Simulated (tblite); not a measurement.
# C6H11NSi2: the cost of one run

Computed with tblite 0.8.0 and PySCF 2.14.0, with density-fitted response routines of our own, on a single molecule, in the gas phase or a continuum. Atoms are numbered from 0 throughout.

## Step 1: The starting structure

20 atoms, charge 0, multiplicity 1; geometry from: force field or distance geometry start.

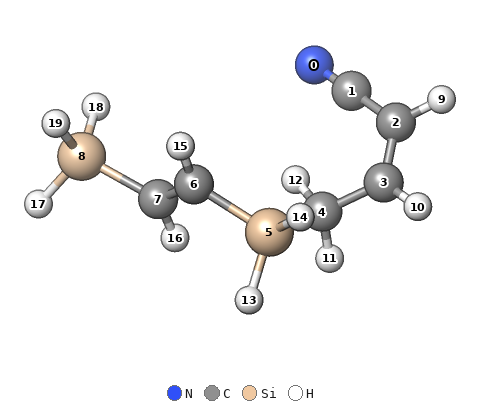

As it starts; nitrogen blue, carbon grey, silicon light orange, hydrogen white, atoms numbered.

## Step 2: Optimising the geometry with GFN2-xTB

What the job is given:

```
{"job": {"kind": "relax", "xc": "GFN2-xTB", "basis": "xTB"}, "charge": 0, "multiplicity": 1}
N     -0.959300    -2.808300     1.106100
C     -1.836100    -2.104200     0.779800
C     -2.883300    -1.248600     0.381300
C     -2.685700    -0.298000    -0.567500
C     -1.338200    -0.204100    -1.130200
Si    -0.543300     1.475400    -0.870000
C      0.994500     1.181800     0.145900
C      1.947000     0.458900    -0.445900
Si     3.543600     0.052200     0.410100
H     -3.884400    -1.336900     0.820300
H     -3.489000     0.349300    -0.875500
H     -1.343300    -0.349600    -2.241200
H     -0.681000    -0.988000    -0.709100
H     -0.081800     2.093600    -2.120100
H     -1.442900     2.412100    -0.180700
H      1.093300     1.572900     1.168100
H      1.773300     0.087300    -1.474000
H      4.577300     0.043800    -0.621700
H      3.425400    -1.322500     0.951700
H      3.808700     0.943700     1.527300
```

Launch:

```sh
$ OMP_NUM_THREADS=1 python probes_run.py task.json out
```

The driver reads the jobs from task.json and runs them one after another.

**Question.** How long does this first job take on 1 thread of Arm Neoverse V1, shared host, and how much memory does it need?

About 2.4 s, with a peak of 0.18 GiB.
